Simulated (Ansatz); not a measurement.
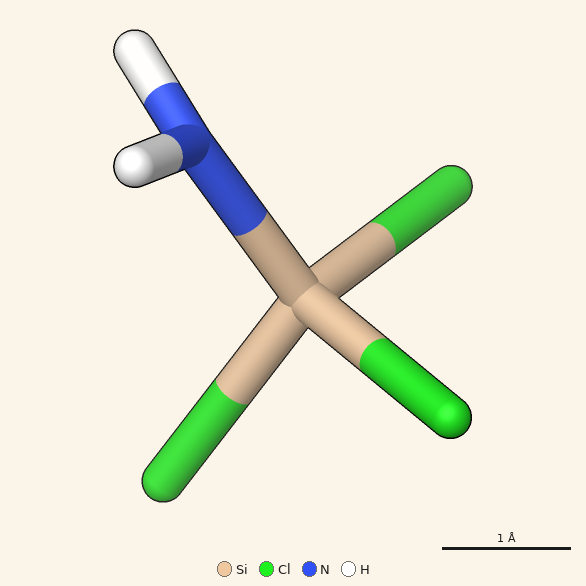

The picture shows a molecular structure as a stick model.

The geometry was computed by an optimisation with PBE0-D4/def2-TZVP.

Description:

Formula Cl₃H₂NSi. The point group is Cs. Coordination, clear cases only: 1 Si tetrahedral.

The parts below concern this one geometry. Atoms keep their numbers from picture to picture.

**Vibrations**

Harmonic vibrations computed with RKS PBE0-D4/def2-TZVP (Ansatz 0.2.0) at a stationary point of the same level.

List the wavenumbers.

15 modes: 107, 150, 210, 235, 259, 287, 332, 462, 595, 597, 845, 928, 1570, 3610, 3711 cm⁻¹.

**Dipole moment**

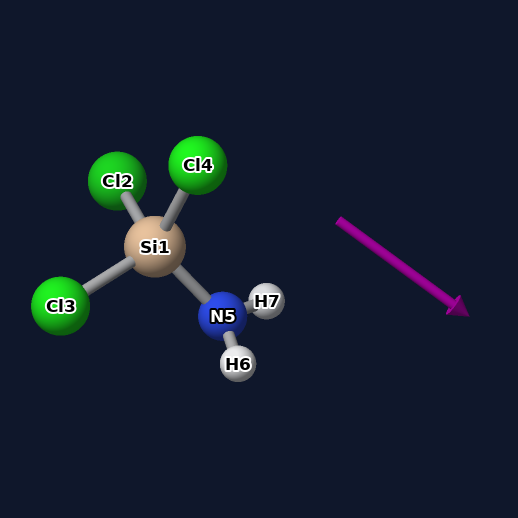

The arrow beside the molecule shows the direction of the dipole moment, from the negative to the positive end (its length means nothing). Method: RKS PBE0-D4/def2-TZVP (Ansatz 0.2.0).

How large is the dipole moment?

2.44 D; it points from the side of Cl2, Cl3 to the side of H6, H7 (the outermost atoms at the two ends).

**Charges**

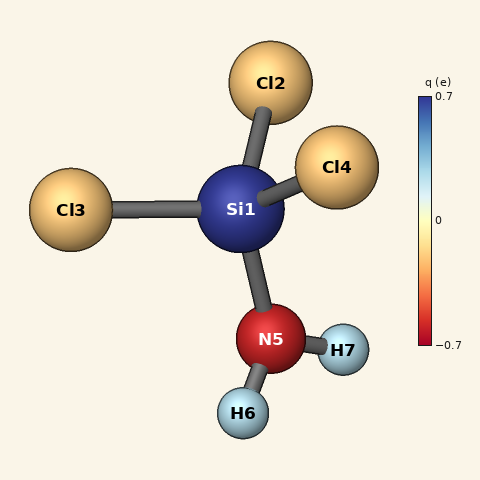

Atoms are coloured by their Mulliken charges. Properties computed with RKS PBE0-D4/def2-TZVP (Ansatz 0.2.0).

Which atom carries the highest charge (most positive or least negative)?

Si1 (0.69 e).

And the lowest?

N5 (−0.59 e).

Give the Mulliken charges atom by atom.

```json
{"atom": "Si1", "value (e)": "0.69"}
{"atom": "Cl2", "value (e)": "−0.20"}
{"atom": "Cl3", "value (e)": "−0.20"}
{"atom": "Cl4", "value (e)": "−0.21"}
{"atom": "N5", "value (e)": "−0.59"}
{"atom": "H6", "value (e)": "0.25"}
{"atom": "H7", "value (e)": "0.25"}
```

Mulliken values depend strongly on the basis set and can even reverse the polarity of a bond.
